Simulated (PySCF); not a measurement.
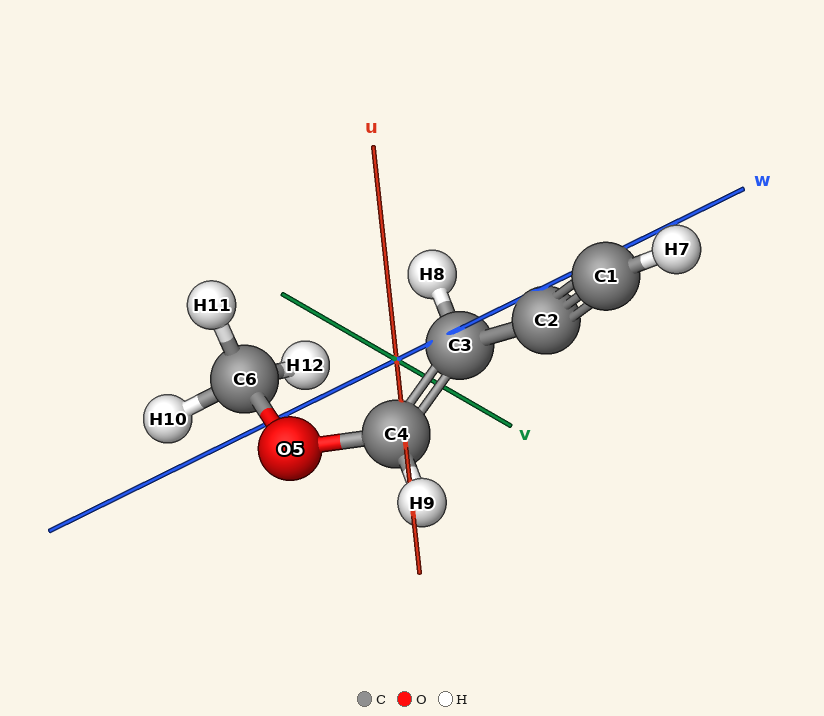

The lines u, v and w are the principal axes of the static dipole polarisability. Geometry: a frame of a GFN2-xTB molecular-dynamics simulation, not a minimum. Computed with PBE0/def2-SVPD (PySCF 2.14.0).

> Along which axis is the molecule most polarisable, and along which least?

Most along w (close to the long direction C1···C6), least along v.

> Give the three principal values.

u 53.5, v 46.4, w 109.6 bohr³; mean 69.8, anisotropy 59.9 bohr³.
